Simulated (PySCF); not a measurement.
**NMR shielding calculation of C₄H₉B₂F₃Si**

System: C₄H₉B₂F₃Si.
Method: GIAO PBE0/pcSseg-1 NMR shielding, non-relativistic, gas phase (PySCF 2.14.0).

The geometry comes from this level: GFN2-xTB. It belongs to a series of runs on one base structure; here: H on B replaced by allyl. Figures and captions count atoms from 1; the log counts them from 0 in places.

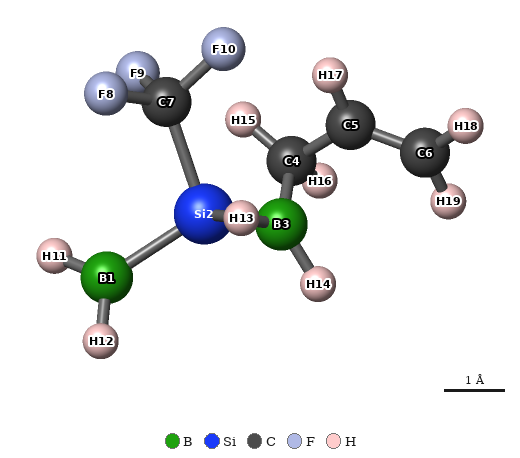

**Figure 1.** The structure (ball-and-stick view, seen at a tilt; atoms are numbered from 1 in the order of the input).

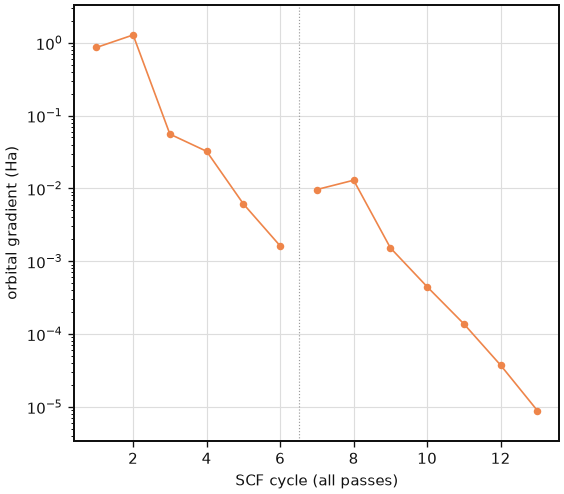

**Figure 2.** Convergence of the self-consistent field: orbital gradient against the SCF cycle. The dotted line marks the change from a coarse to the final integration grid. The first 6 cycles use a coarse grid, the final grid takes over at cycle 7, and the field converges after 13 cycles in all.

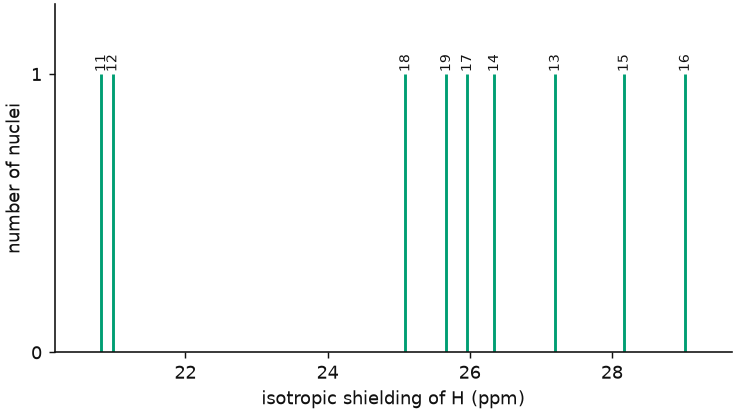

**Figure 3.** Isotropic shieldings of the hydrogen nuclei in this fixed geometry, labelled by atom number; shielding grows to the right, so chemical shift grows to the left. The least shielded is H11 (20.8 ppm), the most shielded H16 (29.0 ppm).

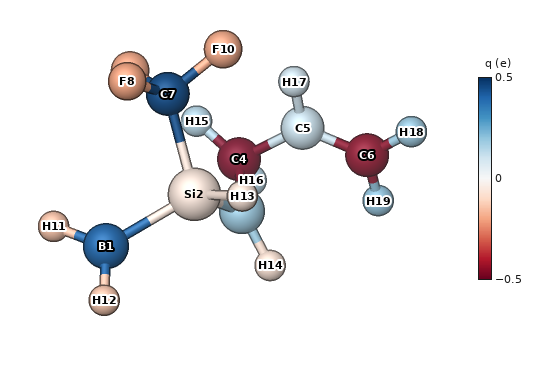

**Figure 4.** ESP-fitted charges, as the colour of each atom (ball-and-stick view, seen at a tilt; atoms are numbered from 1 in the order of the input). By element: B +0.19 to +0.39, Si −0.06, C −0.48 to +0.45, F −0.20 to −0.19 and H −0.14 to +0.22 e.

These pictures come from the run below.

The input:
```
{"job": {"kind": "nmr", "xc": "PBE0", "basis": "pcSseg-1"}, "charge": 0, "multiplicity": 1}
B     -2.775045    -1.202112     0.734730
Si    -1.228169    -0.005199     0.817423
B      0.495047    -0.912705     0.492184
C      1.265363    -0.873574    -0.872851
C      1.877137     0.362043    -0.274242
C      2.859890     0.338900     0.628390
C     -1.560194     1.352375    -0.584922
F     -2.800801     1.883399    -0.507340
F     -1.456825     0.846525    -1.837898
F     -0.712389     2.407707    -0.551439
H     -3.241769    -1.531101    -0.285419
H     -3.224630    -1.674080     1.704255
H     -1.207674     0.940124     1.961922
H      0.926474    -1.599660     1.339877
H      0.729798    -0.643094    -1.787323
H      2.000332    -1.652159    -1.056630
H      1.461449     1.310711    -0.581454
H      3.266466     1.244855     1.045912
H      3.315737    -0.583706     0.947249
```

The first line tells a small driver script what to run in PySCF; the rest is the geometry in Å.

Launched with:
```bash
OMP_NUM_THREADS=1 python <driver script> task.json out
```

Output:
```
coarse grid: 16984 points
cycle   1  E = -795.5506143903  dE =  1.089e+00  |g| = 8.603e-01  |ddm| = 3.835e+00
cycle   2  E = -795.4219562328  dE =  1.287e-01  |g| = 1.279e+00  |ddm| = 1.124e+00
cycle   3  E = -795.6830152044  dE = -2.611e-01  |g| = 5.559e-02  |ddm| = 6.756e-01
cycle   4  E = -795.6835167474  dE = -5.015e-04  |g| = 3.227e-02  |ddm| = 7.458e-02
cycle   5  E = -795.6837603237  dE = -2.436e-04  |g| = 6.115e-03  |ddm| = 3.120e-02
cycle   6  E = -795.6837695034  dE = -9.180e-06  |g| = 1.623e-03  |ddm| = 8.383e-03
final grid: 162336 points
cycle   7  E = -795.7585487532  dE = -5.671e-05  |g| = 9.637e-03  |ddm| = 3.326e-02
cycle   8  E = -795.7585337757  dE =  1.498e-05  |g| = 1.294e-02  |ddm| = 1.841e-02
cycle   9  E = -795.7585707674  dE = -3.699e-05  |g| = 1.523e-03  |ddm| = 1.067e-02
cycle  10  E = -795.7585713114  dE = -5.440e-07  |g| = 4.455e-04  |ddm| = 1.539e-03
cycle  11  E = -795.7585713608  dE = -4.944e-08  |g| = 1.376e-04  |ddm| = 4.636e-04
cycle  12  E = -795.7585713654  dE = -4.569e-09  |g| = 3.727e-05  |ddm| = 1.532e-04
cycle  13  E = -795.7585713657  dE = -3.129e-10  |g| = 8.871e-06  |ddm| = 4.229e-05
converged SCF energy = -795.7585713657

GIAO shielding tensors (ppm)
atom      isotropic    diamagn.    paramagn.     s11        s22        s33       span
  0 B      -17.339     197.200    -214.539   -143.888    -58.691    150.562    294.450
  1 Si     393.013     881.668    -488.654    342.588    406.890    429.562     86.974
  2 B       65.218     197.356    -132.138      1.606     54.187    139.861    138.255
  3 C      147.996     253.183    -105.187    111.476    146.936    185.575     74.099
  4 C       70.272     262.206    -191.935    -38.927     78.651    171.091    210.018
  5 C       33.554     253.842    -220.288    -96.464     37.352    159.773    256.237
  6 C       41.886     251.232    -209.346     33.391     37.326     54.941     21.550
  7 F      230.687     472.183    -241.497    139.282    224.070    328.708    189.426
  8 F      240.879     477.703    -236.824    137.942    254.658    330.038    192.096
  9 F      235.058     477.154    -242.096    135.973    240.899    328.302    192.330
 10 H       20.817      29.554      -8.737      6.347     27.820     28.285     21.938
 11 H       20.975      29.221      -8.246      8.148     26.574     28.204     20.056
 12 H       27.200      29.053      -1.853     23.782     26.160     31.659      7.877
 13 H       26.344      31.976      -5.632     23.011     27.476     28.545      5.534
 14 H       28.170      32.916      -4.746     23.355     28.396     32.758      9.403
 15 H       29.029      31.430      -2.402     24.505     26.640     35.941     11.437
 16 H       25.964      34.859      -8.895     22.306     25.859     29.727      7.420
 17 H       25.096      29.582      -4.486     20.810     24.673     29.805      8.996
 18 H       25.670      30.177      -4.507     20.410     25.212     31.388     10.978
```

Results in brief:

| quantity | value |
| --- | --- |
| outcome | converged |
| total energy | −795.758571 hartree |
| HOMO | −8.08 eV |
| LUMO | −2.82 eV |
| dipole moment | 3.18 D |
| isotropic shielding, B | −17.3 to 65.2 ppm |
| isotropic shielding, Si | 393.0 ppm |
| isotropic shielding, C | 33.6 to 148.0 ppm |
| isotropic shielding, F | 230.7 to 240.9 ppm |
| isotropic shielding, H | 20.8 to 29.0 ppm |
| hardware | 1 CPU thread, shared host |
| wall time | 84 s |
| peak memory | 0.97 GiB |
